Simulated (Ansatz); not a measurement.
# TaInSe3 (model cell, started as cubic perovskite with Ta in the octahedra): a soft mode frozen in, part 3 of 3

Wanted: the energy along a soft mode of TaInSe3 (model cell, started as cubic perovskite with Ta in the octahedra) and the structure at the end.

Ansatz 0.2.0; DFT PBEsol, scalar-relativistic, plane waves, PAW.

So far. Step 4 (The mode frozen in, largest atomic shift 0.6 Å): The run ends at a pressure of -4.31 GPa, with forces up to 0.16 eV/Å. Step 5 (Energy along the mode, all amplitudes (two of the runs …): The lowest of the steps tried is the last one, at 0.6 Å, 96.0 meV/atom below the parent; the bottom of the well need not coincide with a step. The relaxed cell has a = 7.026, c = 16.129 Å (conventional setting).

The structure was built from a prototype and need not be the compound's stable phase.

**7. Modes of the new phase**

A relaxed structure may still be a saddle point, so its zone-centre modes are computed. No field response is asked, since the mesh shows no gap.

input.yaml

```yaml
crystal:
  lattice:
    - [4.9684680034, 4.9684680034, 0.0]
    - [4.9684680034, 0.0, 4.9684680034]
    - [4.7601442539, 0.2083237495, -4.7601442539]
  atoms:
    - { symbol: In, position: [0.0, 0.0, 0.0] }
    - { symbol: In, position: [0.0, 0.5, 0.5] }
    - { symbol: Ta, position: [0.5, 0.25, 0.75] }
    - { symbol: Ta, position: [0.5, 0.75, 0.25] }
    - { symbol: Se, position: [0.6093547967, 0.0, 1.0] }
    - { symbol: Se, position: [0.3906452033, 0.5, 0.5] }
    - { symbol: Se, position: [0.0, 0.3906452033, 0.0] }
    - { symbol: Se, position: [0.0, 0.1093547967, 0.5] }
    - { symbol: Se, position: [0.3906452033, 0.6093547967, 0.0] }
    - { symbol: Se, position: [0.6093547967, -0.1093547967, 0.5] }
kpoints:
  mp_grid: { grid: [6, 6, 6] }
hamiltonian:
  xc: pbesol
scf:
  occupations: { method: methfessel_paxton, width: 0.15 }
output:
  eigenvalues: true
phonons:
  method: dfpt
```

Run with:

```
$ ansatz run input.yaml --threads 8 --pin off --max-ram 14336MiB --backend cpu --events-out ev --progress --plain --runs-dir out
```

Numbers of over 12 decimals in the logs are rounded to 6 here.

Log:

```text
[...]
Crystal: 10 atoms, lattice volume = 229.872 Å³
Basis set: ecut = 420 eV, 4511 PW (Γ), exchange–correlation on 96×96×96 points (8 copies of the dense FFT grid, shifted against one another)
Bands: 89, of which v1, the nominal top of the filled ones, is band 74 counted from 1 (73 counted from 0)
Symmetry: 12 space group operations
k-points: 112 of 216 (irreducible under 1 space group operation, time reversal used)
[...]
SCF iter   1: F=—  HF=-63213.954847 eV  |F-HF|=—  |Δ(HF+E_count)|=         —  Δρ=4.22e-3  dr2=6.29e-2  ethr=1.77e-3  ⟨swp⟩=6.2  Hψ=35162  notcnv=0  defer=3
[...]
SCF iter  11: F=-63213.939545 eV  HF=-63213.939545 eV  |F-HF|=1.46e-11  |Δ(HF+E_count)|=    0.00e0  S|Δr|=    0.00e0  Δρ=3.81e-8  dr2=3.88e-12  ethr=1.00e-12  ⟨swp⟩=10.1  Hψ=48323  notcnv=0
SCF 1 converged in 11 iterations: F = -63213.939545 eV  dr2 = 3.88e-12
[...]
DFPT response loops at Γ: preconditioner auto → Kerker (q_TF=auto, 2.535 Å⁻¹) (partly filled bands, converged f_vac=0.001); β = 1.00, the filter's whole step (`scf.mixing.beta` (0.50) is not read by the response loops under this deck's `scf.mixing.preconditioner`; to damp them name `kerker` or `kerker_dos`, under which they read `scf.mixing.beta`, and type it under 1.00, their step now; both keys bind the ground state too); Broyden in place of MSR1
SCF converged after 11 iterations
[...]
Free energy (F): -63213.939545 eV
[...]
Internal energy: -63213.940585 eV  (E = F + TS)
E sigma→0 (E₀):  -63213.939805 eV
Entropy (-TS):   0.001039 eV (0.104 meV/atom)
Fermi energy:    10.874360 eV
[...]
--- Band table (eV; the first three rows and the last of 112) ---
  k-point 0: bands = [... 70 lower, 9.5282, 9.9226, 10.4856, 10.4856, 10.5022, 10.9732, 11.4562, 11.7561, ... 11 higher]
  k-point 1: bands = [... 70 lower, 9.5753, 9.5753, 10.0044, 10.9695, 10.9695, 11.0342, 11.8496, 11.8496, ... 11 higher]
  k-point 2: bands = [... 70 lower, 9.4347, 9.4347, 10.0742, 10.9494, 11.4979, 11.4979, 11.9336, 11.9336, ... 11 higher]
  k-point 111: bands = [... 70 lower, 9.0713, 9.3004, 10.0517, 10.3840, 11.2245, 11.6189, 11.9581, 12.1652, ... 11 higher]
--- Phonons (Γ-DFPT): 4 representative perturbations + reference, on 112 of 216 k-points (Σ response iterations 16) ---
  k mesh reduced under 1 symmetry operation, with k and −k counted as one. Each operation leaves every solved perturbation unchanged. A smaller set is not used because it would not reduce the number of displacements times k-points to solve
  ASR residual: 6.140e-5 → 0.000e0 eV/Å²; symmetrization residual: 4.358e-5 eV/Å²
  ASR residual per site (eV/Å²): 3.80e-5 3.80e-5 5.32e-5 5.32e-5 6.14e-5 6.14e-5 6.14e-5 6.14e-5 6.14e-5 6.14e-5
  Γ frequencies (cm⁻¹): -39.10 -39.03 0.00 0.00 0.00 52.21 52.21 57.90 57.90 87.63 87.63 89.77 89.77 90.95 104.10 104.45 121.34 126.86 148.82 148.82 162.37 162.37 176.31 176.31 193.23 207.48 207.48 215.52 215.52 265.99
  non-analytic LO–TO correction: not included (Born effective charges unavailable; polar crystals: no LO–TO splitting at Γ)
```

The job ended after 8.8 min (8 threads of Arm Neoverse N1, shared host; peak memory 7 GiB).

This step gave:

- sum-rule residual before enforcement: 6.14e-5 eV/Å²
- point group: -3m
- highest optical mode at the zone centre (no LO-TO term): 266.0 cm⁻¹
- lowest optical zone-centre mode: -39.1 cm⁻¹

Patterns of degenerate modes are one choice out of their space. The modes at Γ (shares of kinetic energy by element, %) (negative means imaginary):

| mode | frequency (cm⁻¹) | symmetry | In % | Ta % | Se % |
| --- | --- | --- | --- | --- | --- |
| 1 | -39.1 | A2g | 99 | 0 | 1 |
| 2 | -39.0 | A2u | 78 | 8 | 13 |
| 3 | 0.0 | acoustic | 22 | 34 | 44 |
| 4 | 0.0 | acoustic | 22 | 34 | 44 |
| 5 | 0.0 | acoustic | 22 | 34 | 44 |
| 6 | 52.2 | Eg | 23 | 0 | 77 |
| 7 | 52.2 | Eg | 23 | 0 | 77 |
| 8 | 57.9 | Eu | 17 | 2 | 81 |
| 9 | 57.9 | Eu | 17 | 2 | 81 |
| 10 | 87.6 | Eu | 25 | 52 | 23 |
| 11 | 87.6 | Eu | 25 | 52 | 23 |
| 12 | 89.8 | Eg | 55 | 0 | 45 |
| 13 | 89.8 | Eg | 55 | 0 | 45 |
| 14 | 91.0 | A2u | 0 | 38 | 62 |
| 15 | 104.1 | A1u | 0 | 80 | 20 |
| 16 | 104.5 | A2g | 1 | 0 | 99 |
| 17 | 121.3 | A1g | 0 | 0 | 100 |
| 18 | 126.9 | A1u | 0 | 20 | 80 |
| 19 | 148.8 | Eu | 18 | 75 | 6 |
| 20 | 148.8 | Eu | 18 | 75 | 6 |
| 21 | 162.4 | Eu | 16 | 28 | 56 |
| 22 | 162.4 | Eu | 16 | 28 | 56 |
| 23 | 176.3 | Eg | 22 | 0 | 78 |
| 24 | 176.3 | Eg | 22 | 0 | 78 |
| 25 | 193.2 | A2u | 0 | 20 | 80 |
| 26 | 207.5 | Eg | 0 | 0 | 100 |
| 27 | 207.5 | Eg | 0 | 0 | 100 |
| 28 | 215.5 | Eu | 2 | 8 | 90 |
| 29 | 215.5 | Eu | 2 | 8 | 90 |
| 30 | 266.0 | A2g | 0 | 0 | 100 |

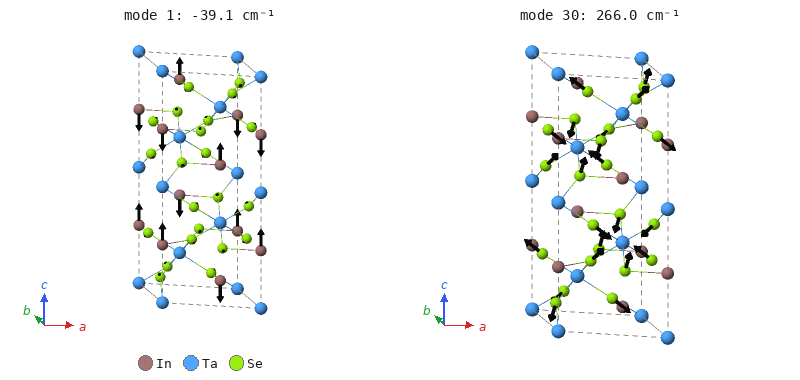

Displacement patterns of modes 1 and 30 at Γ; arrows are exaggerated. Bonds to atoms that aren't drawn are left out. Some periodic images of atoms are drawn too.

Before it was imposed, the acoustic sum rule was missed by 6.1e-5 eV/Å². Small misses are needed for a sound result but don't prove that mesh and cutoff are converged. The lowest optical mode is imaginary, 39.1i cm⁻¹, so the energy falls along it.

**8. Summary of results**

```json
{
 "unstable mode of the parent": "q = (-0.5, -0.5, -0.5), 70i cm⁻¹",
 "depth at the lowest point sampled": "96.0 meV/atom",
 "largest atomic shift at that point": "0.6 Å",
 "space group reached (within 0.01 Å)": "R-3c",
 "energy gained over the parent (first relaxation, on the mesh of the frozen mode)": "142 meV/atom",
 "volume per atom, phase reached": "23.0 Å³",
 "lowest optical zone-centre mode, phase reached": "-39.1 cm⁻¹",
 "highest optical mode at the zone centre (no LO-TO term), phase reached": "266 cm⁻¹"
}
```

**Reading.** Along this mode the structure falls into R-3c, 142 meV/atom below the parent. At the parent's cell the well is 96.01 meV/atom deep on the steps tried, with its lowest point at a shift of 0.6 Å. That is the last step tried, so the steps alone don't bracket the bottom of the well. Relaxing atoms and cell changes the gain by +46.20 meV/atom against the lowest step (energies at zero smearing). The new phase still has an imaginary mode at the zone centre of its cell, so it is a saddle point on the way to a lower structure. Of the 7 patterns followed to their end from this parent, this one reaches the lowest energy. Each path keeps the symmetry of its pattern, so a lower phase may lie along a pattern not tried. With no gap, or one that is small against the smearing, the frequencies hang on the k mesh and the smearing, most of all near Kohn anomalies. Spin-orbit coupling is left out, which can matter for the heavy elements here. The starting cell was built on a prototype and not taken from a measurement, so the phase need not exist.

[Logs are printed without paths, hosts, clocks, repeated set-up lines and the standing remarks that a program may print on its own settings, such as how far it seeks lower states.]

[Hosts, paths, dates, database ids (printed as entryN), source tags and the programs' standing remarks are cut or masked in the printed files.]
